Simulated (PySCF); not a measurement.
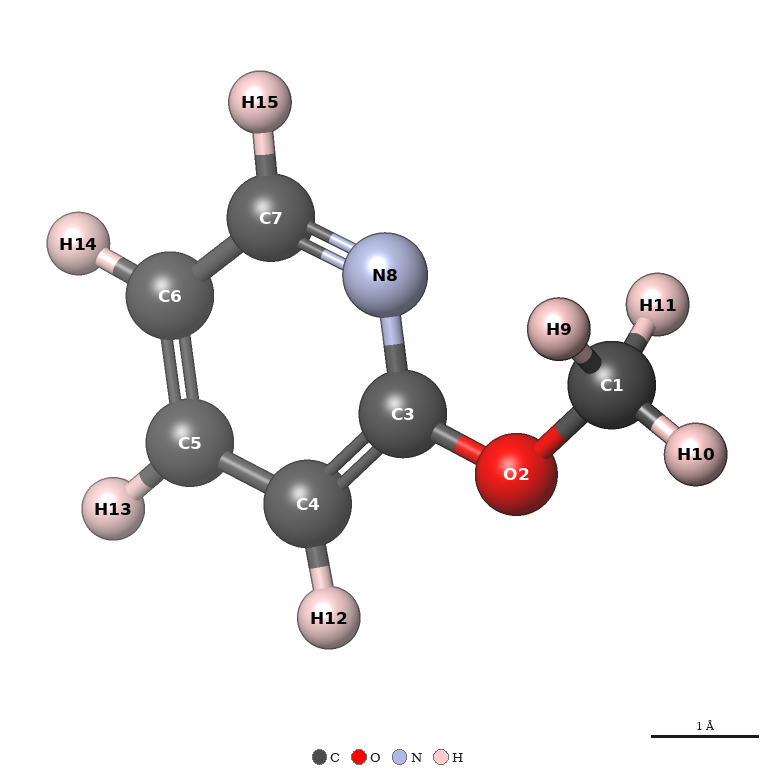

Orthographic view. Depth is shown by fading: the farther an atom, the more it takes the colour of the background. The geometry was computed by an optimisation with PBE0-D3(BJ)/def2-SVP. No frequency run is at hand to confirm it as a minimum.

Write a MOL file (V2000) with the atoms in numerical order, bonds sorted by atom number with the orders drawn, and coordinates in the frame of the picture: x right, y up, z towards the viewer, origin at the mean position.

```
C6H7NO
                    3D

 15 15  0  0  0  0  0  0  0  0999 V2000
    2.2800   -0.1300    1.3800 C   0  0  0  0  0  0  0  0  0  0  0  0
    1.3800   -0.9700    0.6900 O   0  0  0  0  0  0  0  0  0  0  0  0
    0.3100   -0.4000    0.1300 C   0  0  0  0  0  0  0  0  0  0  0  0
   -0.5900   -1.2500   -0.5500 C   0  0  0  0  0  0  0  0  0  0  0  0
   -1.7000   -0.6700   -1.1400 C   0  0  0  0  0  0  0  0  0  0  0  0
   -1.8800    0.7100   -1.0500 C   0  0  0  0  0  0  0  0  0  0  0  0
   -0.9300    1.4500   -0.3500 C   0  0  0  0  0  0  0  0  0  0  0  0
    0.1400    0.9100    0.2200 N   0  0  0  0  0  0  0  0  0  0  0  0
    1.7800    0.4000    2.2100 H   0  0  0  0  0  0  0  0  0  0  0  0
    3.0700   -0.7800    1.7700 H   0  0  0  0  0  0  0  0  0  0  0  0
    2.7100    0.6300    0.7100 H   0  0  0  0  0  0  0  0  0  0  0  0
   -0.3900   -2.3200   -0.5900 H   0  0  0  0  0  0  0  0  0  0  0  0
   -2.4200   -1.3000   -1.6800 H   0  0  0  0  0  0  0  0  0  0  0  0
   -2.7500    1.2000   -1.5000 H   0  0  0  0  0  0  0  0  0  0  0  0
   -1.0300    2.5300   -0.2500 H   0  0  0  0  0  0  0  0  0  0  0  0
  1  2  1  0
  1  9  1  0
  1 10  1  0
  1 11  1  0
  2  3  1  0
  3  4  2  0
  3  8  1  0
  4  5  1  0
  4 12  1  0
  5  6  2  0
  5 13  1  0
  6  7  1  0
  6 14  1  0
  7  8  2  0
  7 15  1  0
M  END
```
